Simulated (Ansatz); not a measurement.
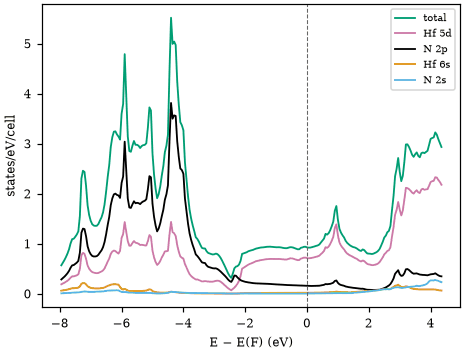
*Total and projected density of states of HfN (NiAs type, space group No. 194), plane-wave PAW LDA (Ansatz code)*

Which orbitals carry the states next to the Fermi level?

Within 0.5 eV of the Fermi level: Hf 5d 77 %, N 2p 17 %. Projections are on Löwdin-orthogonalised atomic valence shells; empty p or d shells of many metals are not among them.

Where is the tallest occupied peak in this window, and what makes it?

Near -4.4 eV, about 5.5 states/eV per cell; the largest projected share is N 2p.

Space group P6_3/mmc (NiAs type). The workflow started from a Materials Project entry (that database holds measured and hypothetical structures alike); the Crystallography Open Database copy checked does not list it. It is not the phase usual at ambient conditions (space group No. 225). The LDA relaxation kept the symmetry of its start; whether a distortion lowers the energy is not shown. The run is not spin-polarised. Scalar-relativistic: spin–orbit coupling is off unless named, which matters more the heavier the elements.

Potentials: the later of the program's two PAW sets.
